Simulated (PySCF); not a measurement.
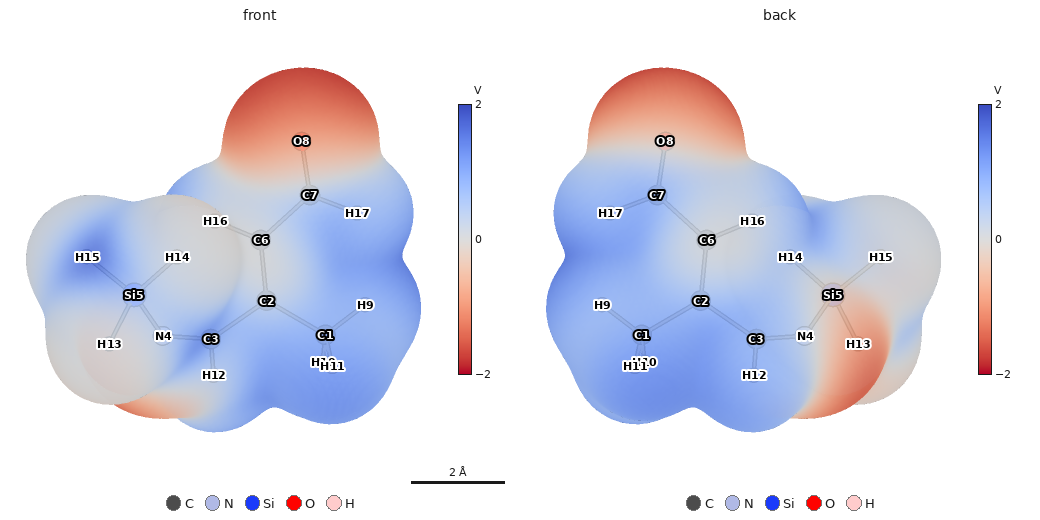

The picture shows: C$_{5}$H$_{9}$NOSi (SMILES CC(/C=N\[SiH3])=C\C=O). The electrostatic potential painted on the density surface at 0.002 e/bohr³, seen from the front and from behind; red is negative and blue positive.

Geometry: GFN2-xTB.

Level of theory: PySCF, PBE0/pcSseg-1, SCF density, gas phase, non-relativistic.

```xyz
17

C    -1.0201    1.6698   -0.9546
C    -0.4550    0.3549   -0.5281
C     0.7385   -0.0680   -1.2857
N     1.7583   -0.6539   -0.8604
Si    2.4053   -1.1962    0.6366
C    -0.9392   -0.4477    0.4354
C    -2.0946   -0.1994    1.2841
O    -2.4538   -0.9396    2.1668
H    -1.9740    1.8882   -0.4865
H    -1.1470    1.6834   -2.0367
H    -0.3165    2.4629   -0.6992
H     0.7118    0.1929   -2.3488
H     3.7711   -0.6818    0.5698
H     1.7642   -0.7497    1.8785
H     2.3327   -2.6502    0.5153
H    -0.4420   -1.3917    0.6201
H    -2.6468    0.7380    1.0834
```

> Describe the electrostatic potential map.

The most negative region (about −1.6 V) lies over O8, the most positive (about +1.4 V) over Si5, H9 and H17. O8 is the likeliest acceptor of a hydrogen bond.

> What dipole moment does the calculation give?

Its dipole moment is 3.43 D.
